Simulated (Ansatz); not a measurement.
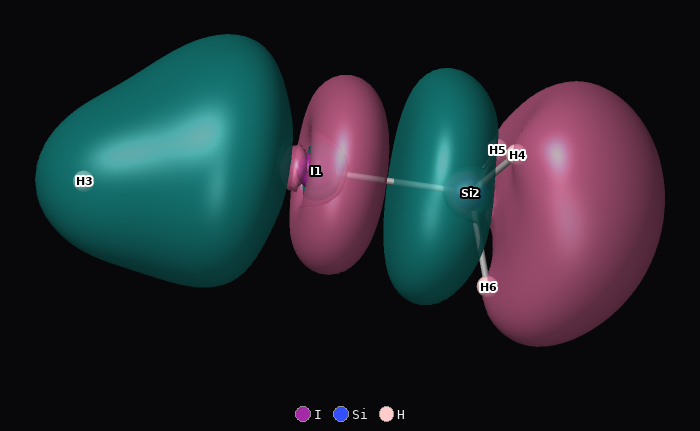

*H3ISi···H (doublet). The LUMO (β) at ±0.05 Å⁻³ᐟ² (teal and pink are the two phases), seen at a tilt.*

The reactant side of a reaction path; geometry: PBE0-D4/def2-TZVP; core potentials replace the inner electrons of I.

Computed with UKS PBE0-D4/def2-TZVPP (Ansatz).

The calculation's input:

```
crystal:
  periodic: [false, false, false]
  atoms:
    - {symbol: I, position_ang: [-0.606299, -0.548978, -0.965271]}
    - {symbol: Si, position_ang: [0.419466, 0.406008, 1.031025]}
    - {symbol: H, position_ang: [-1.663740, -1.626178, -4.310483]}
    - {symbol: H, position_ang: [1.225182, -0.645598, 1.693106]}
    - {symbol: H, position_ang: [-0.657186, 0.877678, 1.931995]}
    - {symbol: H, position_ang: [1.282578, 1.537067, 0.619626]}
basis:
  gaussian: {orbitals: def2-TZVPP}
magnetization: {spin_polarized: true, initial_magnetization: 1}
hamiltonian: {xc: pbe0, dispersion: d4}
output: {orbitals: {seedname: orbitals}}
```

Command:

```sh
ansatz run in.yaml --threads 4 --pin off --events-out ev --progress --plain --max-ram 9574MiB
```

Q: Where does this orbital lie, and at what energy?

A: By Hirshfeld shares it lies mainly on Si2 (about 40 %), I1 (about 40 %) and H3 (about 10 %). Its energy is −0.92 eV.
